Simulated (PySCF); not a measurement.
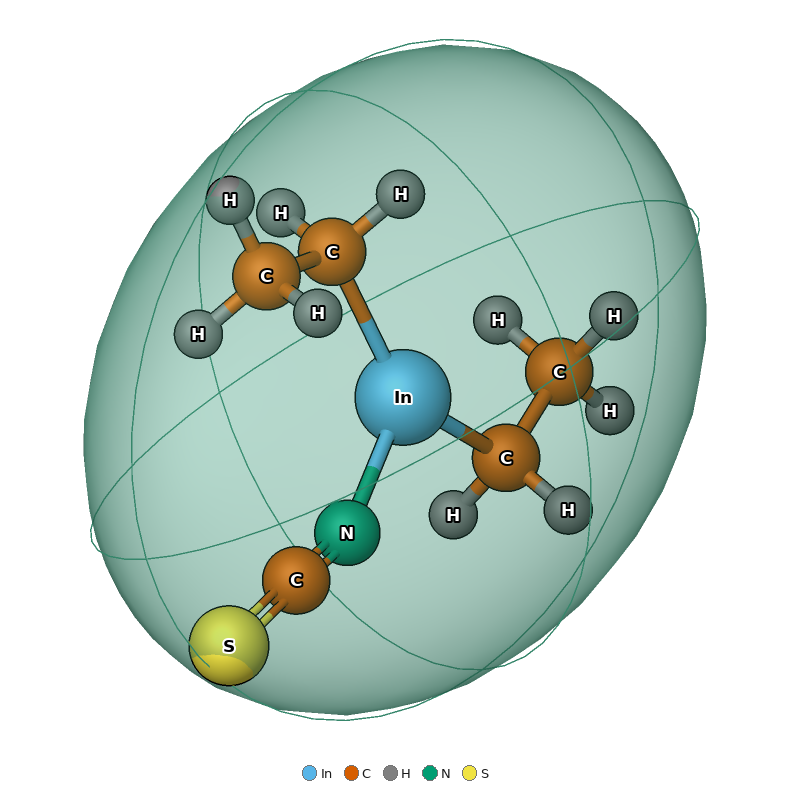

The ellipsoid shows the static dipole polarisability: its half-axes are proportional to the principal values. Computed geometry: PBE0-D3(BJ)/def2-SVP optimisation. No frequency run is at hand to confirm it as a minimum. Level of theory: CAM-B3LYP/def2-SVPD, core potentials on In (PySCF 2.14.0).

> Give the principal values, the mean and the anisotropy.

Principal values 87.7, 125.1, 183.0 bohr³; mean 131.9 bohr³ (19.55 Å³); anisotropy 83.2 bohr³, so the longest axis is 2.09 times the shortest.
